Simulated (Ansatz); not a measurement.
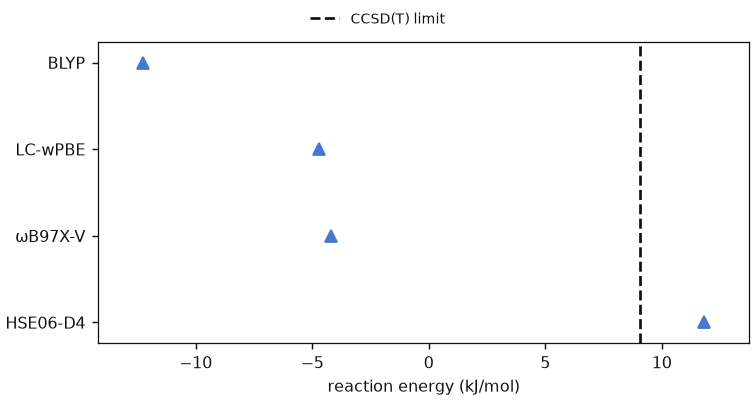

Electronic reaction energy of GaSiH₅SO ([SiH3][O][GaH][SH]) + HF (F) → GaSiH₄OF ([F][GaH][O][SiH3]) + H₂S (S) (SMILES in brackets) at several levels (functionals in def2-TZVPP unless a basis is named), isolated molecules at PBE0-D4 triple-zeta geometries, minima by their frequencies, no zero-point or thermal terms, the Ansatz code. The line is frozen-core CCSD(T) at the basis limit (MP2 extrapolated from triple and quadruple zeta, plus CCSD(T) less MP2 in a smaller set). No dispersion term is added to BLYP and LC-wPBE. The limit lies 6.8 kJ/mol from CCSD(T)/def2-TZVPP, so the line itself is uncertain by a part of that.

Which level comes closest to the line (CCSD(T) limit), and which misses most?

Closest HSE06-D4 (11.8 kJ/mol), against 9.0 kJ/mol; farthest BLYP (−12.3 kJ/mol).

Give the values.

| level | kJ/mol | less CCSD(T) limit |
| --- | --- | --- |
| BLYP | −12.3 | −21.3 |
| LC-wPBE | −4.7 | −13.8 |
| ωB97X-V | −4.2 | −13.2 |
| HSE06-D4 | 11.8 | 2.8 |
| CCSD(T) limit | 9.0 | 0.0 |

Known limits of this run: no scalar relativity up to krypton; outer-core shells are correlated without core-valence functions, which makes the correlated values less sure; one conformer of each flexible molecule.
